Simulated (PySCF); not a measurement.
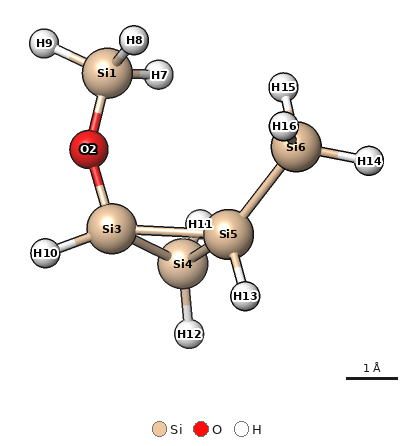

*The structure as given in the input (ball-and-stick view, seen at a tilt; atoms are numbered from 1 in the order of the input).*

Bond lengths as drawn: H–Si 1.46 to 1.49 Å, O–Si 1.60 to 1.65 Å and Si–Si 2.32 to 2.42 Å.

## Run report: Si₅H₁₀O, NMR shielding calculation

Si₅H₁₀O, computed with GIAO PBE0/pcSseg-1 NMR shielding, non-relativistic, gas phase (PySCF 2.14.0).

The geometry comes from this level: GFN2-xTB. Figures and captions count atoms from 1; the log counts them from 0 in places.

## Input file
```
{"job": {"xc": "PBE0", "basis": "pcSseg-1", "kind": "nmr", "pop": true}, "charge": 0, "multiplicity": 1}
Si     2.350547     0.639786     1.019303
O      1.714181     0.519293    -0.447023
Si     0.475524     0.064666    -1.444750
Si    -0.266340    -2.072669    -0.852728
Si    -1.526760    -0.106380    -0.218785
Si    -1.973708     0.895159     1.822338
H      1.974941    -0.553572     1.781842
H      1.800669     1.842119     1.645204
H      3.790656     0.725698     0.803177
H      1.067183     0.585439    -2.690732
H      0.338775    -2.950500     0.165836
H     -0.877952    -3.033122    -1.786975
H     -2.707796     0.078157    -1.108470
H     -3.185110     0.391914     2.483325
H     -0.853905     0.628518     2.730234
H     -2.128502     2.354439     1.758586
```

The first line tells a small driver script what to run in PySCF; the rest is the geometry in Å.

Launched with:
```bash
OMP_NUM_THREADS=1 python <driver script> task.json out
```

## What the program printed
```
coarse grid: 15408 points
cycle   1  E = -1527.8100495711  dE =  2.845e-01  |g| = 7.720e-01  |ddm| = 3.872e+00
cycle   2  E = -1527.5247620450  dE =  2.853e-01  |g| = 1.416e+00  |ddm| = 2.350e+00
cycle   3  E = -1527.9143534879  dE = -3.896e-01  |g| = 8.506e-02  |ddm| = 1.877e+00
cycle   4  E = -1527.9158936708  dE = -1.540e-03  |g| = 3.267e-02  |ddm| = 1.968e-01
cycle   5  E = -1527.9162265136  dE = -3.328e-04  |g| = 7.868e-03  |ddm| = 7.494e-02
cycle   6  E = -1527.9162455556  dE = -1.904e-05  |g| = 1.555e-03  |ddm| = 1.605e-02
cycle   7  E = -1527.9162462984  dE = -7.428e-07  |g| = 4.509e-04  |ddm| = 3.734e-03
final grid: 124560 points
cycle   8  E = -1527.9574288057  dE = -1.003e-05  |g| = 6.883e-03  |ddm| = 1.759e-02
cycle   9  E = -1527.9574155765  dE =  1.323e-05  |g| = 1.090e-02  |ddm| = 1.463e-02
cycle  10  E = -1527.9574362862  dE = -2.071e-05  |g| = 6.270e-04  |ddm| = 9.787e-03
cycle  11  E = -1527.9574363560  dE = -6.974e-08  |g| = 1.478e-04  |ddm| = 1.109e-03
cycle  12  E = -1527.9574363640  dE = -8.056e-09  |g| = 2.418e-05  |ddm| = 3.111e-04
cycle  13  E = -1527.9574363642  dE = -1.783e-10  |g| = 7.051e-06  |ddm| = 5.369e-05
```

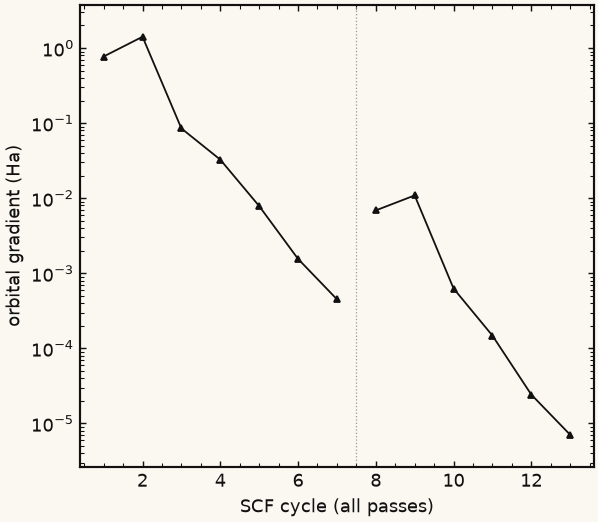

*Convergence of the self-consistent field: orbital gradient against the SCF cycle. The dotted line marks the change from a coarse to the final integration grid.*

The first 7 cycles use a coarse grid, the final grid takes over at cycle 8, and the field converges after 13 cycles in all.

```
converged SCF energy = -1527.9574363642

GIAO shielding tensors (ppm)
atom      isotropic    diamagn.    paramagn.     s11        s22        s33       span
  0 Si     391.836     880.432    -488.596    350.093    362.417    462.997    112.904
  1 O      350.597     400.315     -49.718    249.958    380.217    421.616    171.658
  2 Si     380.943     878.633    -497.690    204.241    338.670    599.920    395.679
  3 Si     502.738     881.051    -378.313    371.084    503.775    633.355    262.271
  4 Si     524.550     882.397    -357.847    429.540    508.116    635.995    206.455
  5 Si     457.054     880.303    -423.249    429.409    463.306    478.447     49.038
  6 H       26.928      31.293      -4.365     23.435     26.451     30.898      7.463
  7 H       26.822      30.667      -3.845     23.548     25.756     31.162      7.614
  8 H       26.779      28.753      -1.974     23.042     24.803     32.492      9.450
  9 H       25.003      28.537      -3.534     20.411     23.646     30.953     10.542
 10 H       27.831      30.877      -3.046     23.882     26.314     33.296      9.414
 11 H       28.009      30.298      -2.290     24.195     25.378     34.453     10.258
 12 H       28.163      30.235      -2.072     23.789     25.616     35.083     11.293
 13 H       27.695      28.548      -0.853     23.989     25.242     33.855      9.865
 14 H       27.996      30.162      -2.166     24.255     26.879     32.853      8.598
 15 H       27.712      29.087      -1.375     24.104     25.469     33.565      9.461
```

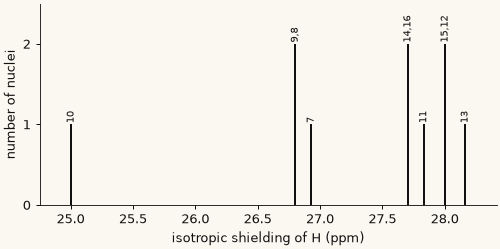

*Isotropic shieldings of the hydrogen nuclei in this fixed geometry, labelled by atom number; shielding grows to the right, so chemical shift grows to the left.*

The least shielded is H10 (25.0 ppm), the most shielded H13 (28.2 ppm).

## Key numbers

| quantity | value |
| --- | --- |
| outcome | converged |
| total energy | −1527.957436 hartree |
| HOMO | −6.78 eV |
| LUMO | −1.89 eV |
| dipole moment | 0.24 D |
| isotropic shielding, Si | 380.9 to 524.6 ppm |
| isotropic shielding, O | 350.6 ppm |
| isotropic shielding, H | 25.0 to 28.2 ppm |
| hardware | 1 CPU thread, shared host |
| wall time | 23 s |
| peak memory | 0.86 GiB |
